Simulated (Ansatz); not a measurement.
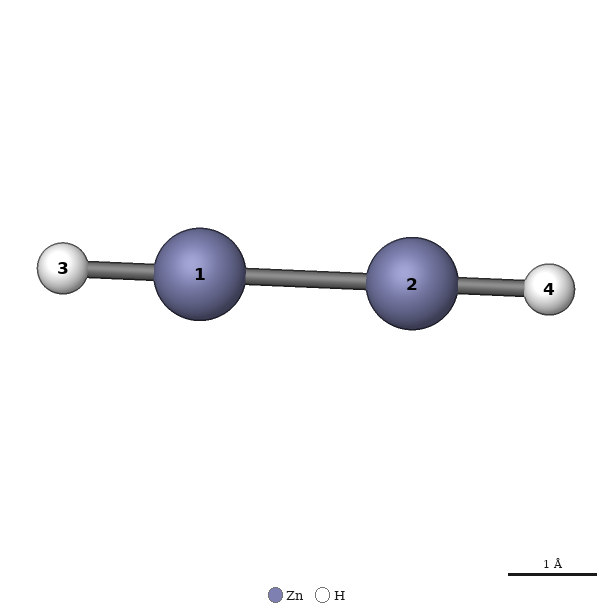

Numbered structure. Computed geometry: PBE0-D4/def2-TZVP optimisation. No frequency run is at hand to confirm it as a minimum.

Question: What is the geometry at Zn1?

Answer: Zn1 has 2 neighbours (Zn2 at 2.44, H3 at 1.57 Å); the arrangement is linear.
